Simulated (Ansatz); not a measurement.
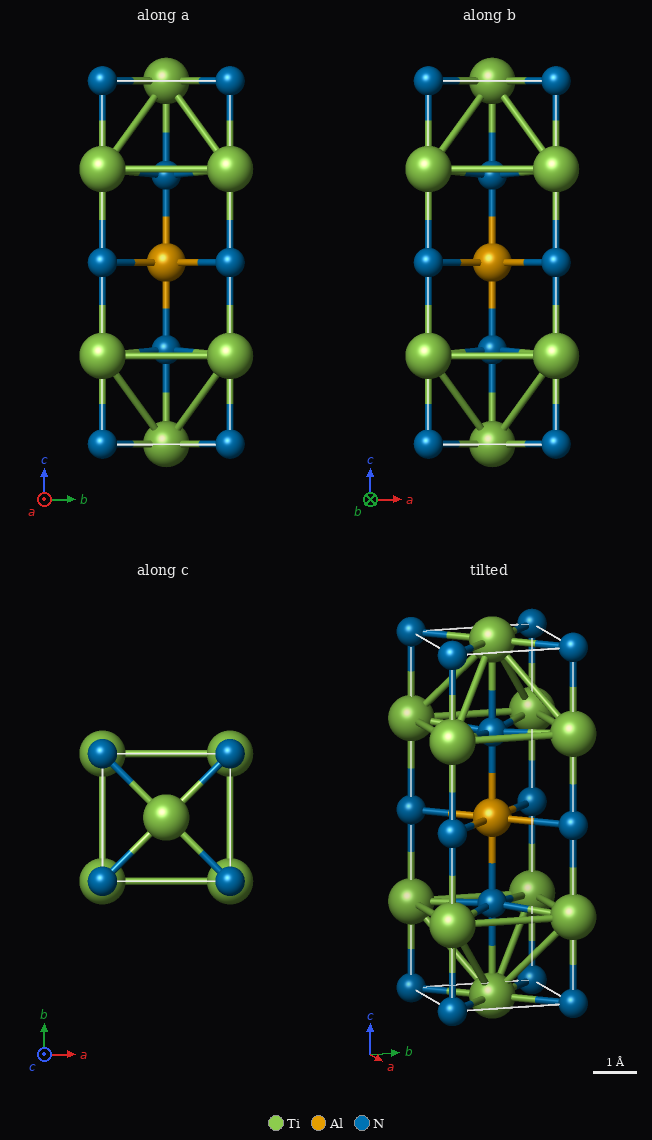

Ball-and-stick representation of a periodic structure, projected along the a axis, along the b axis, along the c axis and slightly off an axis. The parallelepiped is the conventional unit cell.

Lattice parameters: a = 2.974 Å, b = 2.974 Å, c = 8.463 Å, α = 90.00°, β = 90.00°, γ = 90.00°. Put a along x and b in the xy plane.

**Convert the drawing into a POSCAR file, with free fractional coordinates to two decimals.**

```
Ti Al N
1.0
     2.974    0.000    0.000
     0.000    2.974    0.000
     0.000    0.000    8.463
Ti Al N
3 1 4
Direct
  0.00 0.00 0.76
  0.50 0.50 0.00
  0.00 0.00 0.24
  0.50 0.50 0.50
  0.00 0.00 0.00
  0.50 0.50 0.26
  0.00 0.00 0.50
  0.50 0.50 0.74
```

The structure comes from a structure type filled with these elements by a generator (whether the compound takes this form wasn't checked). Earlier steps of the study may have refined or changed the cell and positions. It went into a calculation with Ansatz.
